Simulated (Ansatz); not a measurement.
```xyz
13

C     0.4858    1.1725    0.6520
C    -0.2288   -0.9954   -0.9139
B     0.8173    0.0049   -0.3440
Cl    2.5242   -0.1724   -0.8674
Si   -1.0164   -0.3302   -2.5185
H     0.8688    0.9032    1.6483
H     0.9892    2.1079    0.3811
H    -0.5883    1.3621    0.7548
H    -1.0610   -1.1413   -0.2120
H     0.2033   -1.9714   -1.1644
H    -1.6514    0.9942   -2.2784
H    -2.0666   -1.2747   -2.9869
H     0.0048   -0.1805   -3.5869
```

Geometry: B3LYP/6-31G*.

Computed with Ansatz 0.2.0, isolated molecule in a Gaussian basis; Kohn-Sham density functional theory, functional PBE0.

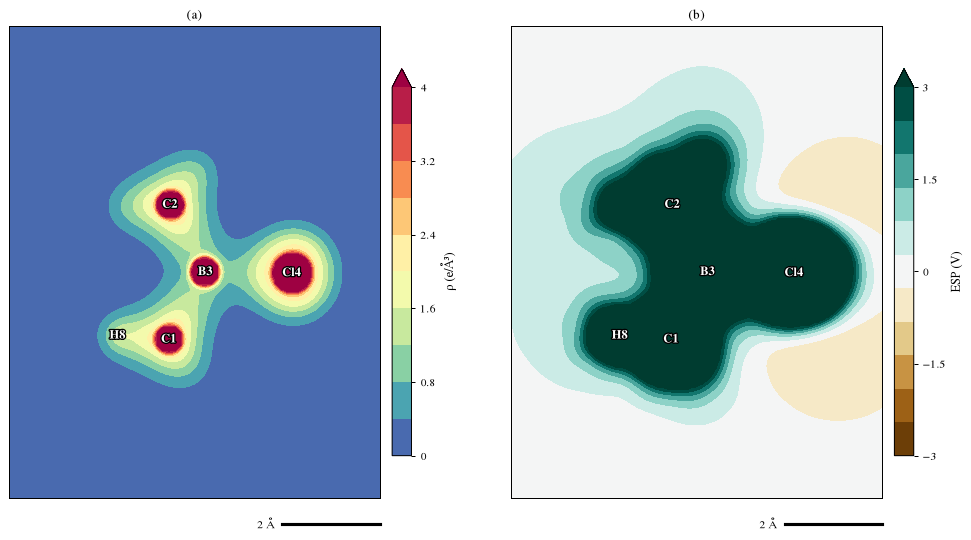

C$_{2}$H$_{8}$BClSi (SMILES CB(Cl)C[SiH3]). (a) electron density; (b) molecular electrostatic potential on the plane of atoms C1, B3 and Cl4.

**Read the bonding off the picture.**

The plane passes through C, B, Cl and H nuclei.
C–B (1.56 Å): ρ at the midpoint is about 1.4 e/Å³.
B–Cl (1.79 Å): the density is about 1.2 e/Å³ at the midpoint.
C–H (1.10 Å): ρ at the midpoint is about 1.9 e/Å³.
Outside the dense part of the molecule the potential is most negative (−0.7 V) near Cl4.
